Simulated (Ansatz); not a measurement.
Te (trigonal-Te type, space group P3_121), map of one atom of the cell

Starting cell, Te (trigonal-Te type, space group P3_121):

```
Te
1.0
    4.52090     0.00000     0.00000
   -2.26045     3.91521     0.00000
    0.00000     0.00000     5.95427
Te
3
Cartesian
  1.21211   0.00000   1.98476
 -0.60606   1.04972   3.96951
  1.65439   2.86549   0.00000
```

In this cell atom 2 (Te, nearest neighbour Te at 2.889 Å; its periodic images, 4.5 Å or more away, move with it) is moved by u·(1.000, 0.000, 0.000) + v·(0.000, 1.000, 0.000); the rest is frozen.

Level of theory: PBE (plane waves to 420 eV, PAW, scalar-relativistic; Ansatz, a first-principles code). k mesh 7×7×5 (Γ-centred), Fermi-Dirac smearing 0.05 eV. The energy includes the smearing's −TS. Compression counts positive. As the smearing reaches across the gap at some points, energies and forces of such displacements shift with the k mesh and the smearing. Spin-orbit coupling is left out, though Te is heavy. Te was relaxed with its symmetry unable to fall. The zero of ΔE is the undisplaced structure. Axes are in Å.

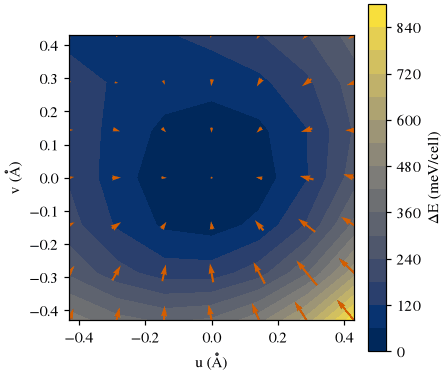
Figure: ΔE (meV/cell) over the plane, with arrows for the in-plane force on the moved atom.

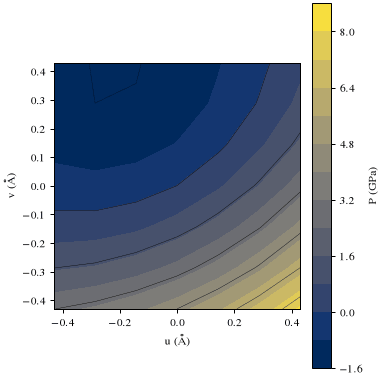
Figure: P (GPa) over the 7×7 grid of computed points.

Principal force constants in the plane (five-point differences of the forces): 2.3 and 3.1 eV/Å². Centre of the map: a minimum. Lowest place on the grid: u = 0.000 Å, v = 0.000 Å (0 meV/cell). Highest place on the grid: u = 0.430 Å, v = -0.430 Å (884 meV/cell). Softest direction at the centre: 30° from u towards v.

(A displaced cell: forces are minus the slopes of the energy, force constants its curvatures, and phonons follow from these.)
